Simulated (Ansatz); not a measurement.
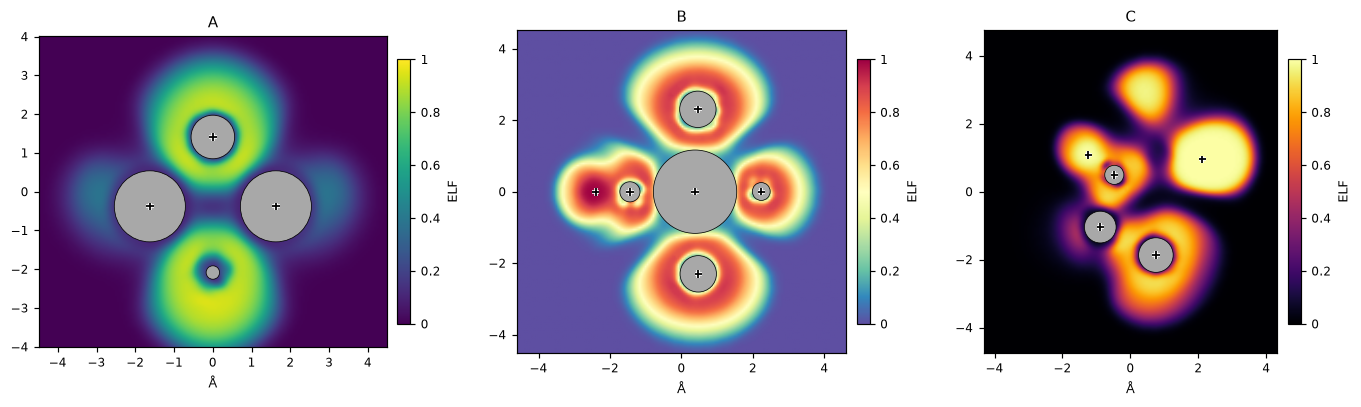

The ELF of 3 systems, each on a plane through atoms (crosses mark nuclei in the plane; grey discs cover the cores).

These are results of isolated molecule in a Gaussian basis; Kohn-Sham density functional theory, functional PBE0 in Ansatz, not measurements.

System 1: Ga2H6S2, the plane of atoms Ga1, S3 and Ga2. Geometry: PBE0-D4/def2-SVP.

```tsv
atom	x (Å)	y (Å)	z (Å)
Ga	0.7376	-0.6950	-1.3190
Ga	-1.2083	0.3264	1.0765
S	-0.5422	1.3328	-1.0173
S	0.4757	-1.4042	0.9765
H	0.4691	2.0736	-0.5117
H	-0.1824	-1.6414	-2.1488
H	2.2322	-0.2973	-1.5361
H	1.4853	-0.6592	1.4790
H	-2.5570	-0.3951	0.7744
H	-0.8267	1.3082	2.2295
```

System 2: Cl3F2HOW (SMILES [OH][W]([F])([F])([Cl])([Cl])[Cl]), the plane of atoms Cl3, W7 and O6. Geometry: PBE0-D4/def2-SVP; core potentials replace the inner electrons of W.

```csv
atom,x (Å),y (Å),z (Å)
Cl,-2.4645,0.0077,0.3164
Cl,-4.4527,-1.0247,-2.1194
Cl,-0.9995,2.0139,-1.8709
F,-2.9141,0.8497,-3.7297
F,-3.8718,1.7588,-1.5210
O,-1.4721,-0.9011,-2.3431
W,-2.6620,0.4167,-1.9344
H,-0.8379,-1.6036,-2.5073
```

System 3: BCl3H4OSi (SMILES [SiH3][OH+][B-](Cl)(Cl)Cl), the plane of atoms Cl2, B1 and O5. Geometry: PBE0-D4/def2-SVP.

```yaml
atoms:
  - { symbol: B, position_ang: [-0.4336, 1.1950, -0.6971] }
  - { symbol: Cl, position_ang: [-2.0852, 0.5098, -0.2972] }
  - { symbol: Cl, position_ang: [0.1062, 0.8224, -2.3928] }
  - { symbol: Cl, position_ang: [-0.1745, 2.9155, -0.1999] }
  - { symbol: O, position_ang: [0.5095, 0.3427, 0.2609] }
  - { symbol: Si, position_ang: [0.1933, -1.3370, 0.6769] }
  - { symbol: H, position_ang: [1.5578, -1.7692, 1.0869] }
  - { symbol: H, position_ang: [-0.2640, -2.0451, -0.5373] }
  - { symbol: H, position_ang: [-0.7424, -1.3715, 1.8205] }
  - { symbol: H, position_ang: [1.4159, 0.6861, 0.2820] }
```

**Match each panel to its system.**

Panel A is system 1, Ga2H6S2: the plane holds Ga and S. Ga–S (2.42 Å): the ELF peaks at about 0.90 in the valence shell of S, 0.9 Å from its nucleus, and is about 0.70 at the midpoint. Panel B is system 2, Cl3F2HOW: the plane holds Cl, F, O, W and H. W–O (1.82 Å): the ELF peaks at about 0.80 in the valence shell of O, 0.5 Å from its nucleus, and drops to about 0.20 between the two atoms. Panel C is system 3, BCl3H4OSi: the plane holds B, Cl, O and H. B–O (1.59 Å): the ELF peaks at about 0.90 between the atoms, as expected for a polar covalent bond.
